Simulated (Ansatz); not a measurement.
```yaml
atoms:
  - { symbol: F, position_ang: [0.9903, -1.9439, -0.3357] }
  - { symbol: C, position_ang: [0.4044, -0.7998, -0.1388] }
  - { symbol: N, position_ang: [-0.6361, -0.5993, 0.5642] }
  - { symbol: B, position_ang: [-0.5289, 0.8157, 0.2149] }
  - { symbol: S, position_ang: [1.0070, 0.7118, -0.8598] }
  - { symbol: H, position_ang: [-1.1947, 1.7516, 0.5091] }
```

Geometry: PBE0-D4/def2-TZVP.

All numbers below come from RKS PBE0-D4/def2-TZVPP in Ansatz.

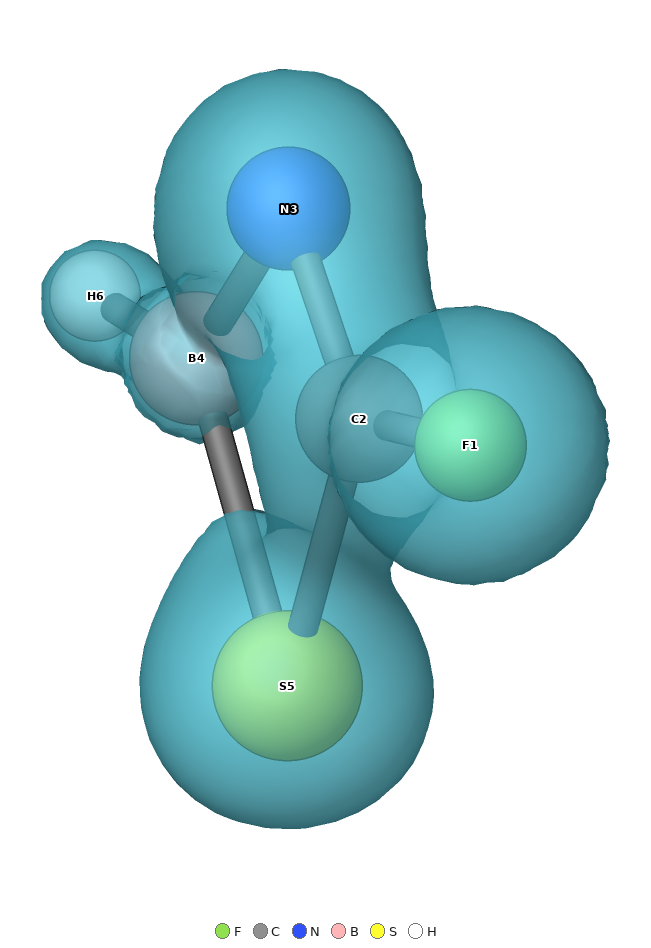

CHBFNS (SMILES FC1=NBS1). Isosurface of the electron density at 1 e/Å³ (cyan), seen at an oblique angle.

### How is the density connected at this value?

At this value the surface is in one piece. It bridges the sampled C–N (1.27 Å), C–F (1.30 Å), B–N (1.46 Å) and C–S (1.78 Å) contacts, where the density stays above the isovalue. On the grid the lowest density along these lines, outside the cores, is 2.7 e/Å³ (C–N, 1.27 Å), 2 e/Å³ (C–F, 1.30 Å), 1.4 e/Å³ (B–N, 1.46 Å) and 1.3 e/Å³ (C–S, 1.78 Å).
